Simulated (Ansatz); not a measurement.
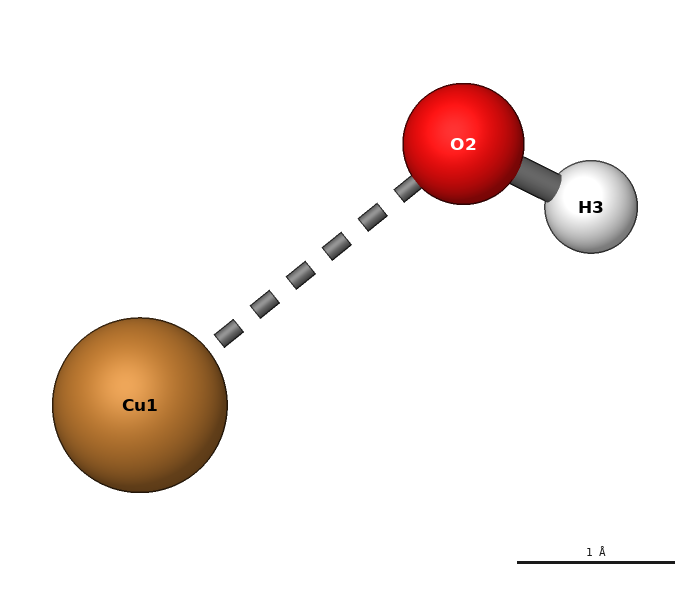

Two molecules or ions; the broken line marks their closest contact (measured against van der Waals radii). Charge 0, singlet. Geometry: a pair of rigid molecules at a changed separation. Program: Ansatz 0.2.0.

> Which two species are they?

Cu and HO (`[Cu+].[OH-]`).

> How long is the contact?

Cu1···O2 is 2.66 Å.

Give the counterpoise-corrected interaction energy (kcal/mol, monomers kept as in the pair) with ωB97M-V/def2-TZVPPD.

```csv
level,interaction energy (kcal/mol)
ωB97M-V/def2-TZVPPD,−158.2
```
